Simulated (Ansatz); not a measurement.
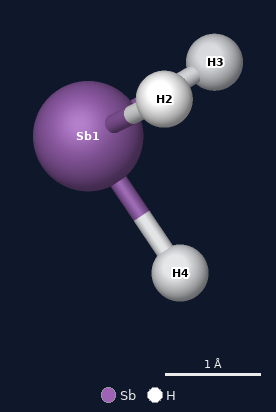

This is the input geometry for a relaxation of SbH3. A ball-and-stick model, seen from a free direction.

The calculation used RKS PBE0-D4/def2-TZVP in Ansatz 0.2.0.

Input file:
```yaml
crystal:
  periodic: [false, false, false]
  atoms:
    - {symbol: Sb, position_ang: [0.498700, 0.019264, 1.081679]}
    - {symbol: H, position_ang: [1.145077, -0.673596, -0.372007]}
    - {symbol: H, position_ang: [0.034971, 1.375731, 0.104023]}
    - {symbol: H, position_ang: [-1.015227, -0.694468, 0.623425]}
basis:
  gaussian: {orbitals: def2-TZVP}
hamiltonian: {xc: pbe0, dispersion: d4}
relax: {f_tol: 0.005, max_steps: 200}
```

Run as
```bash
ansatz run in.yaml --threads 2 --pin off --events-out ev --progress --plain --max-ram 5222MiB
```

Q: What does the optimiser find from here?

A: Over 3 accepted moves (4 points after the start) the energy falls by 0.049 eV. Largest force component: 1 eV/Å at the start, 0.00011 eV/Å at the end. The line search rejected the trial step at point 1 of the run. The atom that moves furthest after the best rigid fit is Sb1 (0.074 Å). Largest moves by element: Sb 0.074 Å, H 0.045 Å. Among the contacts that change: Sb1–H2 1.735 → 1.707 Å. Among the angles between lasting bonds that change: H2–Sb1–H3 86.5° → 91.4°. The run took 4.1 s on 2 threads of Intel Xeon Platinum 8259CL @ 2.50GHz (shared host).

The structure at the end:

```xyz
4

Sb    0.4675    0.0180    1.0141
H     1.1854   -0.6917   -0.3630
H     0.0448    1.4138    0.1261
H    -1.0342   -0.7132    0.6599
```

After the run, drawn alike:

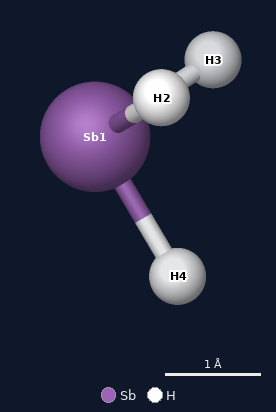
